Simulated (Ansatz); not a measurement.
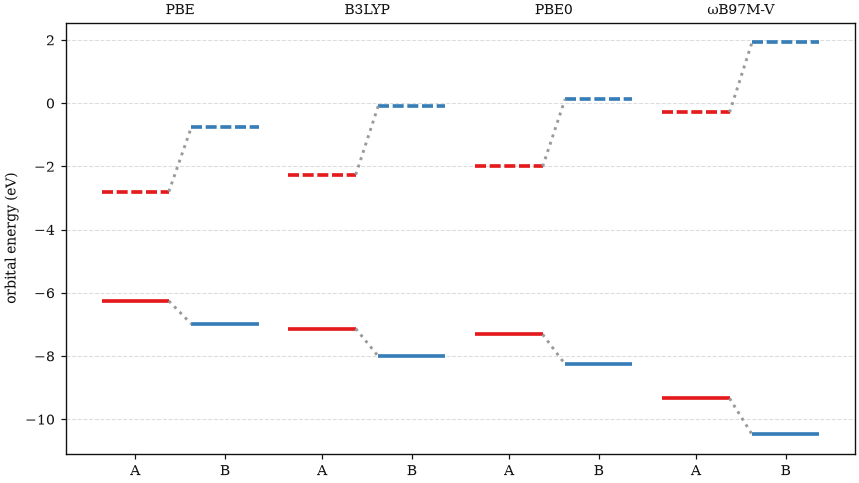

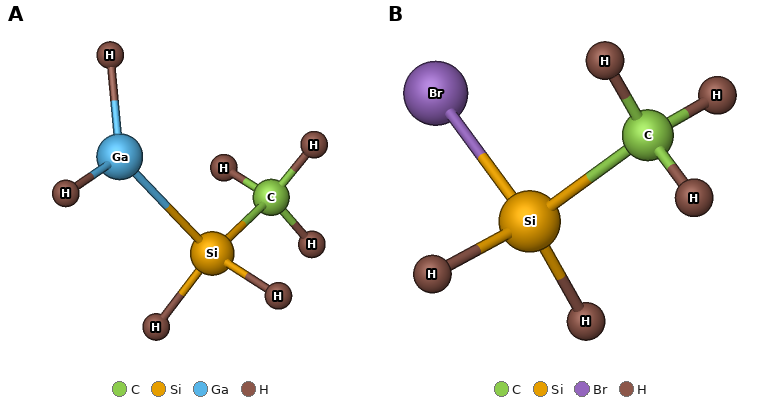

One change: A, CH₇GaSi (SMILES C[SiH2][GaH2]), becomes B, CH₅BrSi (SMILES C[SiH2]Br). GaH₂ on Si is replaced by Br. HOMO (solid) and LUMO (dashed) computed in def2-TZVPP at PBE0-D4/def2-TZVP geometries, both minima by their frequencies, gas phase, the Ansatz code 0.2.0. Empty levels above zero depend strongly on the basis.

**What does the change do to HOMO and LUMO?**

PBE: the HOMO falls by 0.73 eV, the LUMO rises by 2.03 eV, and the separation goes from 3.46 to 6.22 eV. B3LYP: the HOMO falls by 0.88 eV, the LUMO rises by 2.17 eV, and the separation goes from 4.87 to 7.92 eV. PBE0: the HOMO falls by 0.94 eV, the LUMO rises by 2.13 eV, and the separation goes from 5.31 to 8.39 eV. ωB97M-V: the HOMO falls by 1.14 eV, the LUMO rises by 2.21 eV, and the separation goes from 9.05 to 12.40 eV.

**Do the functionals agree on the effect?**

They agree on the direction for both levels; the HOMO shift lies between −1.14 and −0.73 eV and the LUMO shift between 2.03 and 2.21 eV, while the separations themselves differ by up to 6.2 eV between functionals.
